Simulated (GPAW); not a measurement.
# Quasiparticle gap of VBiO4 (Dreyerite) in GPAW, part 2 of 2

Wanted: ground state, empty states, screening and self-energy for VBiO4 (Dreyerite).

GPAW 26.7.0; LDA and many-body steps on it, plane waves. Known limits of the many-body steps: not at the basis limit; no spin polarisation; no spin-orbit coupling.

So far. Step 3 (Bands along the symmetry lines): The gap is 2.700 eV, +0.004 eV from the run before at this level. Step 4 (Empty states on the mesh, 4×4×4 mesh, 150 bands): On this mesh the gap is 2.841 eV. The earlier step found 2.696 eV, so this mesh misses an edge.

## Step 5: Screening and self-energy, 4×4×4 mesh, 140 bands, screening to 50 eV

G0W0 replaces the xc potential by the self-energy, built once from these orbitals. Only a window of levels is corrected, while the sums run over the empty bands that the input names.

This step: G0W0 on LDA, plane waves, PAW.

The input, run.py:

```python
import json
import numpy as np
from gpaw.mpi import world
from gpaw.response.g0w0 import G0W0

gw = G0W0('full.gpw',
    filename='gw',
    kpts=[0, 7],
    bands=(50, 54),
    ecut=50,
    nbands=140,
    integrate_gamma='WS',
    ppa=True)
gw.calculate()
res = {mode: {k: v for k, v in r.items() if k != 'sigma_eskwn'}
       for mode, r in gw.all_results.items()}

if world.rank == 0:
    with open('result.json', 'w') as f:
        json.dump(res, f, default=lambda x: x.tolist())
```

Run with:

```
mpirun -n 4 gpaw python run.py
```

Numbers of over 12 decimals in the logs are rounded to 6 here.

The log of the run:

```text
Using integrator: PointIntegrator
FrequencyGridDescriptor(from 0.000+0.000j to 0.000+27.211j eV, 2 points)
Nonperiodic BCs:  [False False False]
Using integrator: PointIntegrator
FrequencyGridDescriptor(from 0.000+0.000j to 0.000+27.211j eV, 2 points)
Nonperiodic BCs:  [False False False]
  ___  _ _ _
 |   || | | |
 | | || | | |
 |__ ||_____|
 |___|

BZ k-points: Symmetries present (total): 8

  [... matrices ...]
64 k-points: 4 x 4 x 4 Monkhorst-Pack grid + [1/8,1/8,1/8]
13 k-points in the irreducible part of the Brillouin zone
       k-points in crystal coordinates                weights
   0:     0.00000000    0.00000000    0.00000000          1/64
   1:     0.25000000   -0.25000000    0.00000000          4/64
   2:     0.25000000   -0.25000000    0.25000000          4/64
   3:     0.25000000    0.00000000    0.00000000          8/64
   4:     0.25000000    0.25000000   -0.25000000          2/64
   5:     0.25000000    0.25000000    0.25000000          2/64
   6:     0.50000000    0.00000000    0.25000000          8/64
   7:     0.50000000    0.00000000    0.50000000          4/64
   8:     0.50000000    0.25000000    0.25000000         16/64
   9:     0.50000000    0.25000000    0.50000000          8/64
          ...
  12:     0.50000000    0.50000000    0.50000000          1/64

Distributing spins, k-points and bands (1 x 2 x 4) over 4 processes
Number of blocks: 1

Quasi particle states:
k-points (IBZ indices): [0, 7]
Band range: (50, 54)
  [... matrices ...]
Computational parameters:
Plane wave cut-off: 50 eV
Number of bands: 140
Coulomb cutoff: None
Broadening: 0.1 eV

fxc modes: GW
Kernel: RPA
Using Godby-Needs plasmon-pole approximation:
  Fitting energy: i*E0, E0 = 1.000 Hartree
Summing all q:

Calculating screened Coulomb potential
No Coulomb truncation
FrequencyGridDescriptor(from 0.000+0.000j to 0.000+27.211j eV, 2 points)
Removing empty qpoint cache files...

Calculating chi0 body with:
    Ground state adapter containing:
    Number of spins: 1
    Number of kpoints: 64
    Number of irreducible kpoints: 13
    Number of completely occupied states: 52
    Number of partially occupied states: 52
    Occupied states memory: 34.019470 M / cpu

    Linear response parametrization:
    q_c: [0.0, 0.0, 0.0]
    Number of frequency points: 2
    Planewave cutoff: 50.0
    Number of bands: 140
    Number of planewaves: 139
    Broadening (eta): 1e-06
    comm.size: 4
    kncomm.size: 4
    blockcomm.size: 1

    Memory estimate of potentially large arrays:
        chi0_wGG: 0.589630 M / cpu
Integrating chi0 body.

Symmetries of q_c:
    Direct symmetries (Uq -> q): 8
    Indirect symmetries (TUq -> q): 8
In total 16 allowed symmetries.

  [... matrices ...]
13 groups of equivalent kpoints. 79.6875% reduction.

Integral kind: response function
Integrating chi0 head and wings.

Symmetries of q_c:
    Direct symmetries (Uq -> q): 8
    Indirect symmetries (TUq -> q): 8
In total 16 allowed symmetries.

  [... matrices ...]
13 groups of equivalent kpoints. 79.6875% reduction.

Integral kind: response function wings

Calculating chi0 body with:
    Ground state adapter containing:
    Number of spins: 1
    Number of kpoints: 64
    Number of irreducible kpoints: 13
    Number of completely occupied states: 52
    Number of partially occupied states: 52
    Occupied states memory: 34.019470 M / cpu

[... the further q-points ...]

Results:
f:      Occupation numbers
eps:     KS-eigenvalues [eV]
vxc:     KS vxc [eV]
exx:     Exact exchange [eV]
sigma:   Self-energies [eV]
dsigma:  Self-energy derivatives
Z:       Renormalization factors
qp:      QP-energies [eV]

k-point 0 (0): (0.000, 0.000, 0.000)                GW
band       f     eps     vxc     exx   sigma  dsigma       Z      qp
                                                                   GW
  50   1.000   2.328 -20.709 -25.361   4.941  -0.327   0.754   2.545
  51   1.000   2.556 -20.542 -25.467   5.092  -0.331   0.751   2.681
  52   0.000   6.060 -23.893 -15.939  -4.636  -0.328   0.753   8.558
  53   0.000   6.545 -21.190 -14.201  -4.135  -0.284   0.779   8.769

k-point 1 (7): (0.500, 0.000, 0.500)                GW
band       f     eps     vxc     exx   sigma  dsigma       Z      qp
                                                                   GW
  50   1.000   2.415 -20.356 -25.316   5.097  -0.331   0.751   2.517
  51   1.000   2.707 -21.179 -24.522   3.966  -0.297   0.771   3.186
  52   0.000   5.548 -22.869 -15.303  -4.379  -0.298   0.770   8.003
  53   0.000   6.053 -22.605 -15.177  -4.307  -0.302   0.768   8.451
```

It took 5.6 min on 4 MPI ranks of Arm Neoverse V2, shared host; peak memory 4.3 GiB; 22 min of CPU time.

This step gave:

- G0W0 gap on the points computed: 4.817 eV
- least direct G0W0 gap on the computed points: 4.817 eV
- Z at the valence top: 0.7709
- Z at the conduction bottom: 0.7703
- starting gap on the mesh: 2.841 eV
- k of the valence top: 0.5, 0, 0.5
- k of the conduction bottom: 0.5, 0, 0.5

The gap on the mesh goes from 2.84 eV to 4.82 eV, a correction of +1.98 eV. The start differs from the 2.70 eV found before because the two sample other k points.

Limits: finite bands, cutoff and mesh; no spin polarisation; no spin-orbit coupling. v1 is the top filled band, c1 the lowest empty one. Levels before and after the correction, in eV, zero at the valence-band top of each column:

|  | conduction bottom | valence top |
| --- | --- | --- |
| Kohn-Sham | 2.84 | 0.00 |
| G0W0 | 4.82 | 0.00 |

|  | level | energy (eV) |
| --- | --- | --- |
| Kohn-Sham | (0.5 0 0.5) v2 | -0.292 |
| Kohn-Sham | (0.5 0 0.5) v1 | 0.000 |
| Kohn-Sham | (0.5 0 0.5) c1 | 2.841 |
| Kohn-Sham | (0.5 0 0.5) c2 | 3.347 |
| G0W0 | (0.5 0 0.5) v2 | -0.669 |
| G0W0 | (0.5 0 0.5) v1 | 0.000 |
| G0W0 | (0.5 0 0.5) c1 | 4.817 |
| G0W0 | (0.5 0 0.5) c2 | 5.264 |

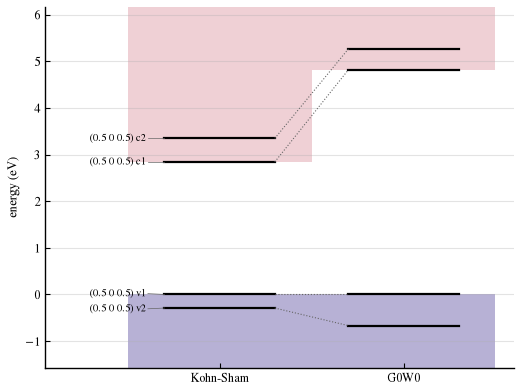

Levels before and after the correction. Shaded: valence and conduction bands.

## Step 6: Where the time went

Times are wall times on 4 MPI ranks of Arm Neoverse V2, shared host, good to a factor of about two.

| step | time | share | memory (GiB) |
| --- | --- | --- | --- |
| ground state | 2.1 min | 17 % | 1.3 |
| bands along the symmetry lines | 2.8 min | 22 % | 1.7 |
| empty states on the mesh | 2 min | 16 % | 1.5 |
| screening and self-energy | 5.6 min | 45 % | 4.3 |

## Step 7: Outcome

```json
{"LDA gap": "2.70 eV, direct", "G0W0 gap on the mesh": "4.82 eV", "G0W0 gap over the zone (rigid shift)": "4.67 eV", "GW settings": "4×4×4 mesh, 140 bands, screening to 50 eV, Godby-Needs plasmon pole", "known limits": "not at the basis limit; no spin polarisation; no spin-orbit coupling"}
```

G0W0 moves the gap on the mesh from 2.84 eV to 4.82 eV (+1.98 eV), with Z of 0.77 and 0.77 at the edges. The mesh misses the band edges by 0.15 eV in all; a rigid shift gives 4.67 eV for the zone. Only 2 of the mesh's irreducible points were corrected, so a valley elsewhere could overtake. The dearest step here is «screening and self-energy». Bands and cutoff are finite, so the gap is not at the basis limit. The miss can reach some tenths of an eV and take either sign; the mesh is an error of its own. These stock PAW sets were not made for GW. In the G0W0 run levels were corrected at 2 k points alone, so a gap called «on the mesh» is the least over those, and an edge elsewhere would be missed. A denser mesh or path gives a starting gap of 2.70 eV: the GW mesh misses a band edge, so its gaps are not the fundamental one. Where an edge is built on 6p states of lead, bismuth or thallium, scalar-relativistic gaps usually stand too wide, by a few tenths to over one eV. The runs have no spin polarisation. For a closed low-spin shell that is the natural state; where a d or f shell is open it is a constraint, and the gap is then not the crystal's own. The many-body steps are scalar-relativistic: spin-orbit coupling is not in them.

[Paths, hosts, dates, memory and timing lines, banners, echoed tables and standing remarks are left out of the program output.]

[Logs are printed without paths, hosts, clocks, repeated set-up lines and the standing remarks that a program may print on its own settings, such as how far it seeks lower states.]

[Runs of the session that timed out or met a known fault of the program may be left out.]

[Hosts, paths, dates, database ids (printed as entryN), source tags and the programs' standing remarks are cut or masked in the printed files.]
